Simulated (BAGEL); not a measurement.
# CH2F2O (SMILES OC(F)F): HF/3-21G (density fitting with qzvpp-jkfit)

What is the vertical electron affinity of CH2F2O at HF/3-21G (density fitting with qzvpp-jkfit)? 

Program for the calculation: BAGEL 1.2.2.

6 further runs of the same task are left out: 4 that didn't finish, 2 set aside as unsound or not needed. Runs told in other sessions of the task aren't counted.

## (1) Starting point

CH2F2O: 6 atoms, total charge 0, spin state singlet. SMILES: `OC(F)F`. The coordinates come from a PBE0-D4/def2-TZVP relaxation. This is one conformer, not always the lowest.

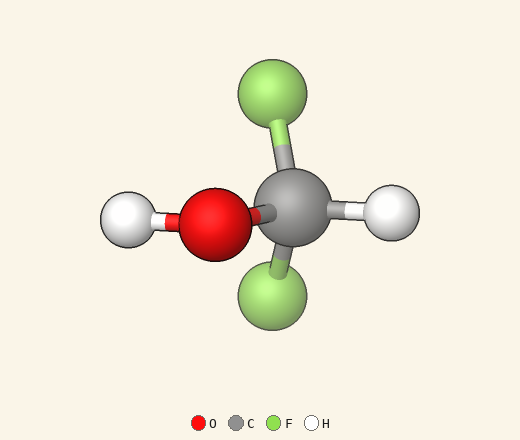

Viewed from a chosen angle; oxygen red, carbon grey, fluorine green, hydrogen white.

## (2) The energy at HF/3-21G (density fitting with qzvpp-jkfit)

Input file calc.json:

```json
{ "bagel" : [

{
  "title" : "molecule",
  "basis" : "3-21g",
  "df_basis" : "qzvpp-jkfit",
  "angstrom" : "true",
  "geometry" : [
    { "atom" : "O", "xyz" : [       0.095100,       0.985600,      -0.438500 ] },
    { "atom" : "C", "xyz" : [       0.060600,      -0.137800,       0.302200 ] },
    { "atom" : "F", "xyz" : [       0.876300,      -1.092500,      -0.208200 ] },
    { "atom" : "F", "xyz" : [      -1.179700,      -0.684300,       0.315100 ] },
    { "atom" : "H", "xyz" : [      -0.176600,       0.772900,      -1.340300 ] },
    { "atom" : "H", "xyz" : [       0.366200,       0.092100,       1.323500 ] }
  ]
},

{
  "title" : "hf"
},

{
  "title" : "print",
  "file" : "orbitals.molden",
  "orbitals" : "true"
}

]}
```

The run is started by

```sh
$ BAGEL_NUM_THREADS=1 BAGEL calc.json > calc.out
```

What it wrote:

```text
* using 1 threads per process

  ===============================================================
  ===============================================================

  *** Geometry ***

  { "atom" : "O", "xyz" : [      0.179713,      1.862514,     -0.828645 ] },
  { "atom" : "C", "xyz" : [      0.114517,     -0.260404,      0.571075 ] },
  { "atom" : "F", "xyz" : [      1.655967,     -2.064526,     -0.393441 ] },
  { "atom" : "F", "xyz" : [     -2.229310,     -1.293140,      0.595453 ] },
  { "atom" : "H", "xyz" : [     -0.333726,      1.460569,     -2.532800 ] },
  { "atom" : "H", "xyz" : [      0.692018,      0.174044,      2.501053 ] },

  Number of auxiliary basis functions:      342

  Since a DF basis is specified, we compute 2- and 3-index integrals:
    o Being stored without compression. Storage requirement is 0.004 GB

  Number of basis functions:       40
  Number of electrons      :       34

    * METHOD: MOLECULE                             0.07

  *** RHF ***

  === Nuclear Repulsion ===
   134.9883544269

      * DIIS with orbital gradients will be used.

  === RHF iteration (3-21g) ===
      0       -310.89641384          0.03857569           0.01
      1       -311.02770525          0.02129406           0.01
      2       -311.07165209          0.00183115           0.01
      3       -311.07251329          0.00032571           0.01
      4       -311.07254555          0.00013126           0.01
      5       -311.07254842          0.00002960           0.01
      6       -311.07254865          0.00000546           0.01
      7       -311.07254866          0.00000117           0.01
      8       -311.07254866          0.00000035           0.01
      9       -311.07254866          0.00000011           0.01
     10       -311.07254866          0.00000004           0.01
     11       -311.07254866          0.00000002           0.01
     12       -311.07254866          0.00000000           0.01
    * SCF iteration converged.

    * Permanent dipole moment:
           (   -0.011139,    -0.240307,     0.143534) a.u.

    * METHOD: HF                                   0.20

    * METHOD: PRINT                                0.00

  ===============================================================
```

Run time: 0.43 s. Hardware: 1 thread of Arm Neoverse V2, shared host.

## (3) The doublet anion

Input file hf.json:

```json
{ "bagel" : [

{
  "title" : "molecule",
  "basis" : "3-21g",
  "df_basis" : "qzvpp-jkfit",
  "angstrom" : true,
  "geometry" : [
    { "atom" : "O", "xyz" : [    0.095100,    0.985600,   -0.438500 ] },
    { "atom" : "C", "xyz" : [    0.060600,   -0.137800,    0.302200 ] },
    { "atom" : "F", "xyz" : [    0.876300,   -1.092500,   -0.208200 ] },
    { "atom" : "F", "xyz" : [   -1.179700,   -0.684300,    0.315100 ] },
    { "atom" : "H", "xyz" : [   -0.176600,    0.772900,   -1.340300 ] },
    { "atom" : "H", "xyz" : [    0.366200,    0.092100,    1.323500 ] }
  ]
},
{
  "title" : "uhf",
  "charge" : -1,
  "nopen" : 1
},
{
  "title" : "print",
  "file" : "orbitals.molden",
  "orbitals" : true
}

]}
```

The run is started by

```sh
$ BAGEL_NUM_THREADS=1 BAGEL hf.json > hf.out
```

What it wrote:

```text
* using 1 threads per process

  ===============================================================
  ===============================================================

  *** Geometry ***

  { "atom" : "O", "xyz" : [      0.179713,      1.862514,     -0.828645 ] },
  { "atom" : "C", "xyz" : [      0.114517,     -0.260404,      0.571075 ] },
  { "atom" : "F", "xyz" : [      1.655967,     -2.064526,     -0.393441 ] },
  { "atom" : "F", "xyz" : [     -2.229310,     -1.293140,      0.595453 ] },
  { "atom" : "H", "xyz" : [     -0.333726,      1.460569,     -2.532800 ] },
  { "atom" : "H", "xyz" : [      0.692018,      0.174044,      2.501053 ] },

  Number of auxiliary basis functions:      342

  Since a DF basis is specified, we compute 2- and 3-index integrals:
    o Being stored without compression. Storage requirement is 0.004 GB

  Number of basis functions:       40
  Number of electrons      :       34

    * METHOD: MOLECULE                             0.07

  *** Open-shell HF ***

  === Nuclear Repulsion ===
   134.9883544269

      * DIIS with orbital gradients will be used.

  === UHF iteration (3-21g) ===
      0       -310.64079303          0.08072724           0.02
      1       -310.78386926          0.04735000           0.02
      2       -310.82478193          0.02677941           0.02
      3       -310.84328358          0.00139208           0.02
      4       -310.84351982          0.00063020           0.03
      5       -310.84356054          0.00014661           0.03
      6       -310.84357360          0.00006435           0.03
      7       -310.84357709          0.00002780           0.02
      8       -310.84357826          0.00001280           0.02
      9       -310.84357860          0.00000380           0.03
     10       -310.84357862          0.00000163           0.03
     11       -310.84357863          0.00000100           0.02
     12       -310.84357863          0.00000030           0.02
     13       -310.84357863          0.00000012           0.03
     14       -310.84357863          0.00000005           0.02
     15       -310.84357863          0.00000002           0.02
     16       -310.84357863          0.00000001           0.02
    * SCF iteration converged.

    * S^2 (UHF) is 0.7519

    * Permanent dipole moment:
           (   -0.240565,     1.251319,    -1.921651) a.u.

    * METHOD: UHF                                  0.47

    * METHOD: PRINT                                0.00

  ===============================================================
```

Run time: 0.69 s. Hardware: 1 thread of Arm Neoverse V2, shared host.

## (4) Summary of results

Level: HF/3-21G (density fitting with qzvpp-jkfit).

| quantity | value |
| --- | --- |
| singlet CH2F2O: total energy | -311.07255 Eh |
| singlet CH2F2O: dipole moment | 0.71 D |
| singlet CH2F2O: HOMO energy | -14.65 eV |
| singlet CH2F2O: LUMO energy | 6.94 eV |
| singlet CH2F2O: HOMO–LUMO gap | 21.59 eV |
| doublet anion: total energy | -310.84358 Eh |
| doublet anion: ⟨S²⟩ | 0.752 |
| vertical electron affinity (to the doublet anion) | -6.231 eV |

**Reading.** The anion lies 6.23 eV (601 kJ/mol) above the neutral: the electron isn't bound at this level, and such a value depends on the basis. Without diffuse functions anions come out too high. Hartree–Fock misses the correlation that binds many anions.
